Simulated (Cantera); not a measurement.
Input: 1 mol Al₂O₃, 4.8 mol N₂, at 18000 Pa.

Method: chemical equilibrium by Gibbs-energy minimisation in Cantera with the NASA 1993 tables (ideal gas, pure condensed phases). Candidate condensed phases: Al, AlN, Al₂O₃; 16 gas species. Rates play no part.

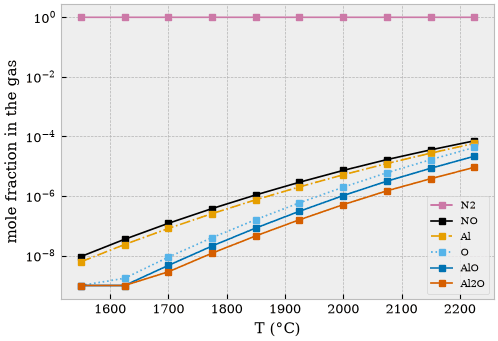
*Equilibrium gas composition (values under 1e-9 drawn at 1e-9)*

From 1550 °C to 2000 °C the condensed part is Al₂O₃(s). From 2075 °C to 2225 °C the condensed part is Al₂O₃(l).
